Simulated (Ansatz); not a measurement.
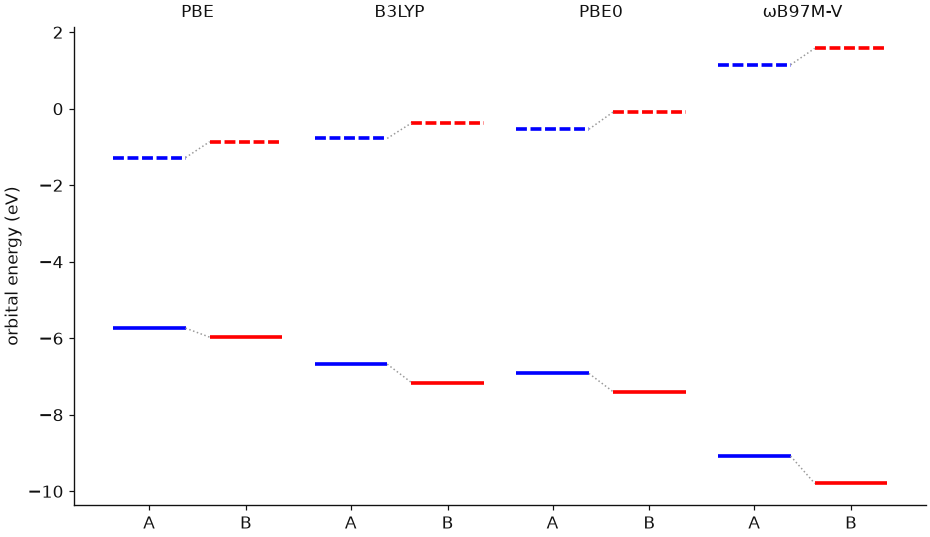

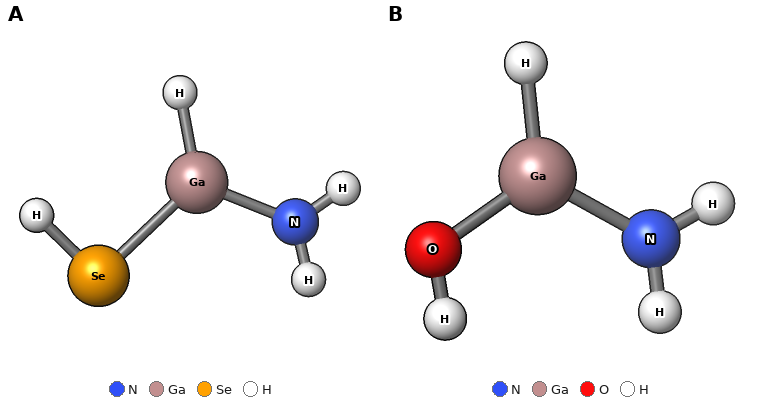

One change: A, GaNH₄Se (SMILES [NH2][GaH][SeH]), becomes B, GaNH₄O (SMILES [NH2][GaH][OH]). SeH on Ga is replaced by OH. HOMO (solid) and LUMO (dashed) computed in def2-TZVPP at PBE0-D4/def2-TZVP geometries, both minima by their frequencies, gas phase, the Ansatz code 0.2.0. Empty levels above zero depend strongly on the basis.

Q: What does the change do to HOMO and LUMO?

A: PBE: the HOMO falls by 0.24 eV, the LUMO rises by 0.42 eV, and the separation goes from 4.46 to 5.11 eV. B3LYP: the HOMO falls by 0.48 eV, the LUMO rises by 0.40 eV, and the separation goes from 5.90 to 6.78 eV. PBE0: the HOMO falls by 0.48 eV, the LUMO rises by 0.45 eV, and the separation goes from 6.38 to 7.31 eV. ωB97M-V: the HOMO falls by 0.72 eV, the LUMO rises by 0.43 eV, and the separation goes from 10.23 to 11.38 eV.

Q: Do the functionals agree on the effect?

A: They agree on the direction for both levels; the HOMO shift lies between −0.72 and −0.24 eV and the LUMO shift between 0.40 and 0.45 eV, while the separations themselves differ by up to 6.3 eV between functionals.
